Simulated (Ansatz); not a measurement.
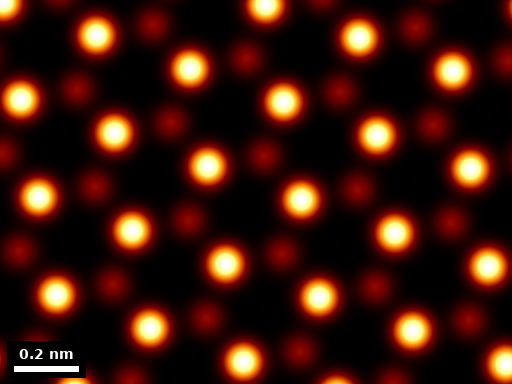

Z-contrast image of Ta2SbN. Simulated incoherent Z contrast: every atom adds Z^1.7 spread by a probe of 0.90 Å full width; channelling and multiple scattering are left out.

Q: What two-dimensional lattice does the image show, and how large is its cell?

A: The pattern repeats on a hexagonal net with a repeat of 3.1 Å.

Q: What is the plane group of the image?

A: p3m1: threefold points that all lie on mirror lines.

The crystal is Ta₂SbN (P-6m2, No. 187) seen along [001]. Structure: the end point of a relaxation with Ansatz 0.2.0, DFT PBEsol, scalar-relativistic, plane waves, PAW; the starting structure was generated, so it need not be a known form of this composition.
